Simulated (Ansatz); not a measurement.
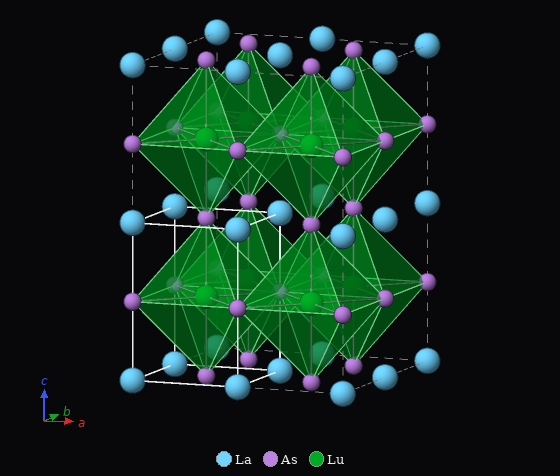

Polyhedra are drawn about Lu (bonds: As–Lu below 3.4 Å); other atoms are plain spheres.

System LaLuAs₂ (space group P4/mmm, No. 123); source of the atomic positions: the geometry relaxed with Ansatz 0.2.0, DFT, r2SCAN, plane waves, PAW; the starting structure was generated, so it need not be a known form of this composition.

Q: What figure surrounds each Lu atom, and what does it share with the other drawn polyhedra?

A: Lu: LuAs6 octahedron, sharing corners with six neighbours and edges with four neighbours.

Q: What is the connectivity of the polyhedra: isolated, groups, chains, layers or framework?

A: They form a three-dimensional framework of corner- and edge-sharing octahedra.

Q: How far apart are the centres of linked polyhedra?

A: Centre to centre across a shared corner: 5.95 to 5.97 Å; across a shared edge: 4.22 Å.
